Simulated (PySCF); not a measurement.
The calculation's input:

```
{"job": {"kind": "nmr", "xc": "PBE0", "basis": "pcSseg-2"}, "charge": 0, "multiplicity": 1}
C      2.705840     0.559628     0.598320
C      1.612366    -0.219386    -0.094184
O      1.843600    -1.184096    -0.796826
N      0.359866     0.256040     0.120814
C     -0.830921    -0.347239    -0.442202
C     -1.627056    -1.082325     0.625321
C     -1.666829     0.701405    -1.156430
H      2.505202     0.660358     1.667623
H      3.650076     0.040329     0.454963
H      2.782890     1.563905     0.174170
H      0.246102     1.037733     0.744444
H     -0.456584    -1.072359    -1.167865
H     -2.505781    -1.563661     0.189946
H     -1.974384    -0.390033     1.398825
H     -1.014534    -1.849768     1.101233
H     -2.010947     1.470538    -0.457027
H     -1.089972     1.188752    -1.944216
H     -2.551581     0.246762    -1.606832
```

Run with:

```sh
OMP_NUM_THREADS=2 python probes_run.py task.json out
```

Geometry: PBE0-D3(BJ)/def2-TZVP.

Theory: PySCF, PBE0/pcSseg-2, SCF density, gas phase, non-relativistic.

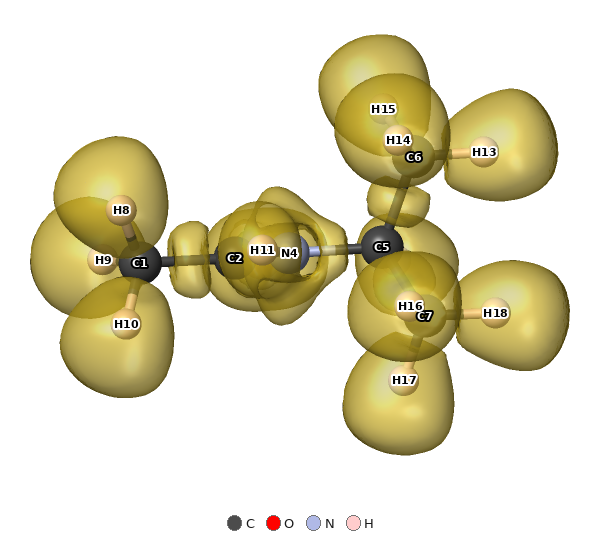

C$_{5}$H$_{11}$NO (SMILES CC(=O)NC(C)C). Isosurface of the electron localisation function at 0.75 (yellow), seen at a tilt. Core shells and regions of very low density are left out.

**What do the ELF domains correspond to?**

The surface consists of three regions between bonded C–C atoms (shared pairs), ten regions around hydrogen nuclei, one region on O in which the atom's valence shell and bonds are merged and one joined region spread over several atoms (H, N), in which their bonds and any lone pairs are merged.

Values along the shortest contacts:
C–O (1.22 Å): the ELF peaks at about 0.85 between the atoms; a short, multiple covalent bond. C–N (1.36 Å): the ELF peaks at about 0.90 between the atoms: a covalent bond.
